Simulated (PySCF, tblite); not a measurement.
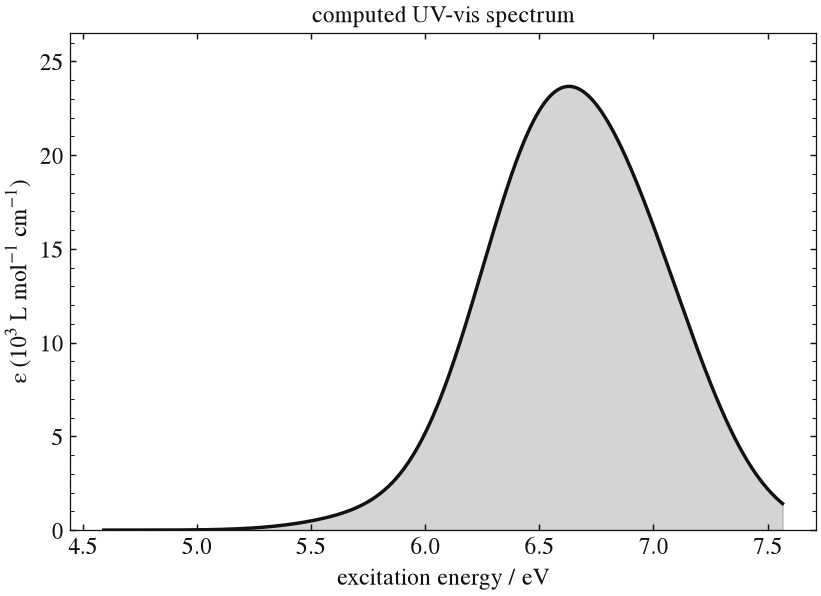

Vertical TDDFT excitations, CAM-B3LYP/def2-SVPD with PySCF 2.14.0, at a GFN2-xTB geometry (a minimum by its frequencies), gas phase. Only the first 8 singlet excitations are included; each is broadened by a Gaussian of 1/e half-width 0.40 eV.

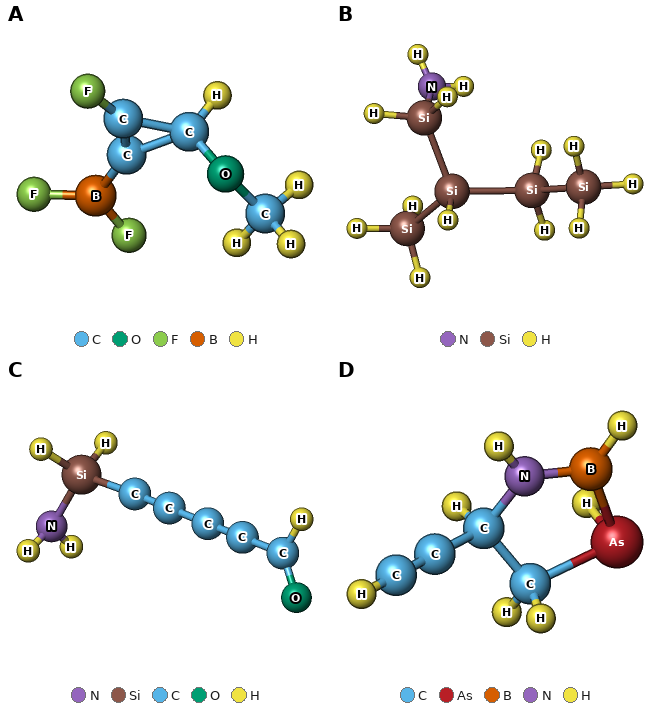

Which molecule gives this spectrum? The candidates are drawn in the second picture.

Structure B, Si₅NH₁₃, SMILES N[SiH2][Si@@H]([SiH3])[SiH2][SiH3]. Its lowest singlet lies at 5.79 eV (f = 0.018) and the brightest of those computed is S4 at 6.55 eV (189 nm), f = 0.212, mixed, the largest part being HOMO−1 → LUMO (32 %).

Note: the tight-binding geometry is rougher than a DFT one and adds to the error; one conformer of a flexible molecule; core orbitals are frozen in the response.
